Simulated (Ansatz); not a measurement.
**Geometry relaxation of CH₇MoN₃O**

CH₇MoN₃O, computed with RKS wB97M-V/def2-SVPD (Ansatz 0.2.0).

The run did not end well. The geometry comes from this level: PBE0-D4/def2-TZVP.

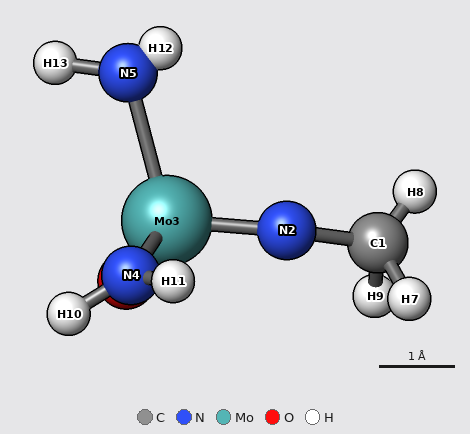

*The starting structure (ball-and-stick view, seen at a tilt; atoms are numbered from 1 in the order of the input). Sticks mark near contacts.*

Input
```yaml
crystal:
  periodic: [false, false, false]
  atoms:
    - {symbol: C, position_ang: [-1.094650, -1.638962, -1.164534]}
    - {symbol: N, position_ang: [-0.357781, -0.822127, -0.357075]}
    - {symbol: Mo, position_ang: [-0.040763, 0.641132, 0.280873]}
    - {symbol: N, position_ang: [0.703497, 0.075902, 1.972074]}
    - {symbol: N, position_ang: [1.500977, 1.522683, -0.772451]}
    - {symbol: O, position_ang: [-1.173715, 1.378537, 0.554450]}
    - {symbol: H, position_ang: [-1.335168, -2.432013, -0.560536]}
    - {symbol: H, position_ang: [-0.923293, -1.752329, -2.054117]}
    - {symbol: H, position_ang: [-2.130428, -1.398136, -1.100322]}
    - {symbol: H, position_ang: [0.523371, 0.652369, 2.754185]}
    - {symbol: H, position_ang: [1.036220, -0.765498, 2.148973]}
    - {symbol: H, position_ang: [1.658349, 1.223770, -1.203784]}
    - {symbol: H, position_ang: [1.539434, 2.555961, -0.576019]}
basis:
  gaussian: {orbitals: def2-SVPD, nuclear_model: gaussian}
hamiltonian: {xc: {name: wB97M-V}}
relax: {f_tol: 0.001, max_steps: 2}
```

Run on 4 threads of Arm Neoverse V1, 23 GiB of memory available, shared host.

Command:
```bash
ansatz run in.yaml --threads 4 --pin off --events-out ev --progress --plain --max-ram 11315MiB
```

Output
```
Functional definition: wB97M-V
  name "wB97M-V"
  cite "Mardirossian & Head-Gordon, J. Chem. Phys. 144, 214110 (2016) doi:10.1063/1.4952647"
  cite "Becke, J. Chem. Phys. 107, 8554 (1997) doi:10.1063/1.475007"
  cite "Vydrov & Van Voorhis, J. Chem. Phys. 133, 244103 (2010) doi:10.1063/1.3521275"
  # Of w^i u^j: cxij and so on, Table III.
  parameter omega = 0.3/bohr
  parameter cx = 0.15
  parameter cx01 = 1.007
  parameter cx10 = 0.259
  parameter css00 = 0.443
  parameter css04 = -1.437
  parameter css10 = -4.535
  parameter css20 = -3.390
  parameter css43 = 4.278
  parameter cos00 = 1.000
  parameter cos10 = 1.358
  parameter cos20 = 2.924
  parameter cos21 = -8.812
  parameter cos60 = -1.390
  parameter cos61 = 9.142
  parameter b = 6.0
  parameter c = 0.01
  gx(w, u) = 1 - cx + cx01*u + cx10*w
  gss(w, u) = css00 + css04*u^4 + css10*w + css20*w^2 + css43*w^4*u^3
  gos(w, u) = cos00 + cos10*w + (cos20 + cos21*u)*w^2 + (cos60 + cos61*u)*w^6
  exchange = spin_sum(e_x_unif_sr(omega)*gx(b97_w, b97_u_x)) + cx*exact_x_sr(omega) + exact_x_lr(omega)
  correlation = spin_sum(e_c_pw_mod_same_spin*gss(b97_w, b97_u_same))
      + integral(e_c_pw_mod_opposite_spin*gos(b97_w_opposite, b97_u_opposite)) + vv10(b, c)
1648 factors; their error is unknown
633 factors; integrals over basis functions are off by at most 3.7e-7 eV
mean field evaluation 1: about -9473.0817 eV, gradient 1.0e2 eV
mean field evaluation 2: about -9459.8334 eV, gradient 1.3e2 eV
mean field evaluation 4: about -9491.4641 eV, gradient 7.7e0 eV
mean field evaluation 8: about -9491.5827 eV, gradient 8.0e-2 eV
mean field evaluation 16: about -9491.5644 eV, gradient 8.6e-4 eV
mean field -9491.56441929 eV, -348.8085587956 hartree, gradient 6.7e-5 eV, S^2 0.000000; 0 other end points of the search recorded, 0 dependent functions left out
the calculation of the forces begins
reference -9491.56450045 eV, -348.8085617780 hartree; 28, 28 occupied and 165, 165 virtual orbitals, 1648 factors
relax step   1: F+E_penalty+E_count = -9491.56441929 eV  Δ(F+E_penalty+E_count) = +0.000e0 eV  max|allowed force component| = 1.008e2 eV/Å  Δτ_max = 0.0000 Å  (37 SCF iters, accepted)
these checks for a lower state are left out or cut short: starts, cluster_reference, orbital_swaps, neighbouring_geometries, increment
1648 factors; their error is unknown
633 factors; integrals over basis functions are off by at most 3.7e-7 eV
mean field -9511.64376442 eV, -349.5464611189 hartree, gradient 1.5e-5 eV, S^2 0.000000; 0 other end points of the search recorded, 0 dependent functions left out
the calculation of the forces begins
reference -9511.64384080 eV, -349.5464639257 hartree; 28, 28 occupied and 165, 165 virtual orbitals, 1648 factors
relax step   2: F+E_penalty+E_count = -9511.64376442 eV  Δ(F+E_penalty+E_count) = -2.008e1 eV  max|allowed force component| = 1.622e1 eV/Å  Δτ_max = 0.1949 Å  (44 SCF iters, accepted)
```

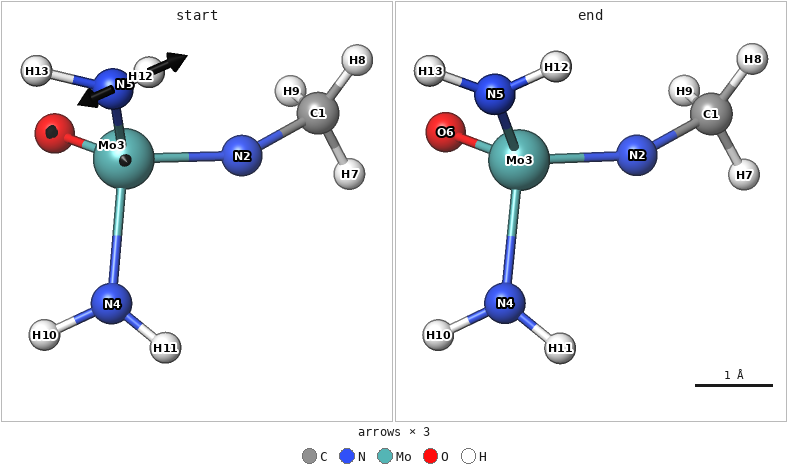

*Before (left) and after (right) the relaxation, at one scale (ball-and-stick view, seen at a tilt). The black arrows give the displacements, magnified 3 times.*

The relaxation stopped without meeting its thresholds, so the last structure isn't shown to be converged. The energy falls by 463.0 kcal/mol in 1 geometry step. Largest force component: 100 eV/Å at the start, 16 eV/Å at the end. The largest move after the best rigid fit is that of H12, 0.19 Å. By element the largest moves are H 0.19 Å, N 0.18 Å, O 0.06 Å, Mo 0.05 Å, C 0.02 Å. Distances before and after: N5–H12 0.548 → 0.925 Å, Mo3–O6 1.379 → 1.488 Å, N5–H13 1.052 → 0.950 Å, Mo3–N5 2.065 → 1.971 Å. Among the angles that change: Mo3–N5–H13 110.6° → 123.0°, H12–N5–H13 132.2° → 124.4°, N2–Mo3–N5 109.2° → 115.4°. (Atoms are counted from 1 in the order of the input.)

```
Error: geometry relaxation did not converge after 2 steps: max|allowed force component| = 1.62e1 eV/Å (threshold 1.0e-3). Raise `relax.max_steps` over both its present limit and 2, loosen `relax.f_tol`, or start from a geometry closer to equilibrium. Where this run's directory can be resumed (`checkpoint.write`), a resume goes on for up to `relax.max_steps` more
```

Trajectory as extended XYZ (Å, eV, eV/Å), 2 frames, from step=1 to step=2
```
13
Properties=species:S:1:pos:R:3:forces:R:3 step=1 energy=-9491.56442
C    -1.0946   -1.6390   -1.1645   -4.2970   1.2332   9.3157
N    -0.3578   -0.8221   -0.3571    0.0984  -4.1492  -4.2223
Mo   -0.0408    0.6411    0.2809   34.2853 -13.6239  -3.2999
N     0.7035    0.0759    1.9721   -1.7414   4.7758  -1.0136
N     1.5010    1.5227   -0.7725  -38.9658  68.9348 100.8206
O    -1.1737    1.3785    0.5544  -31.1586  20.1313   6.5468
H    -1.3352   -2.4320   -0.5605    0.5000  -3.8448   0.9175
H    -0.9233   -1.7523   -2.0541    3.0476  -1.6490 -10.0789
H    -2.1304   -1.3981   -1.1003   -1.7859   1.5753  -0.6012
H     0.5234    0.6524    2.7542    0.0815   0.3557   1.2483
H     1.0362   -0.7655    2.1490    1.9551  -4.9309   1.2772
H     1.6583    1.2238   -1.2038   37.2873 -66.5672 -99.4056
H     1.5394    2.5560   -0.5760    0.6935  -2.2411  -1.5045
13
Properties=species:S:1:pos:R:3:forces:R:3 step=2 energy=-9511.64376
C    -1.1052   -1.6380   -1.1494   -3.5742   0.4439   5.5009
N    -0.3535   -0.8322   -0.3661    1.0028  -2.6977  -3.2803
Mo    0.0092    0.6275    0.2817   16.2175  -4.3097   0.5549
N     0.7014    0.0845    1.9716   -0.8797   2.8930  -0.4090
N     1.4450    1.6224   -0.6306   -2.7487  -1.0848   3.8638
O    -1.2228    1.4119    0.5644  -15.4503   9.9191   2.9943
H    -1.3340   -2.4432   -0.5570    0.4495  -3.7846   0.9281
H    -0.9164   -1.7563   -2.0759    2.3256  -1.2899  -6.8713
H    -2.1365   -1.3932   -1.1014   -1.8562   1.6347  -0.4849
H     0.5233    0.6539    2.7579    0.0416   0.4736   1.2290
H     1.0405   -0.7763    2.1519    1.3586  -3.5313   1.0055
H     1.7161    1.1147   -1.3546    2.3721  -1.9648  -4.5487
H     1.5388    2.5656   -0.5709    0.7415   3.2985  -0.4824
```

What the run reported

| quantity | value |
| --- | --- |
| outcome | not converged |
| wall time | 28 s (CPU time 1.8 min) |
| peak memory | 0.88 GiB |

What went wrong

A setting was made wrong on purpose: the optimiser is allowed too few steps. The run did not converge: “geometry relaxation did not converge after 2 steps: max|allowed force component| = 1.62e1 eV/Å (threshold 1.0e-3). Raise `relax.max_steps` over both its present limit and 2, loosen `relax.f_tol`, or start from a geometry closer to equilibrium …” Its last values are not results.
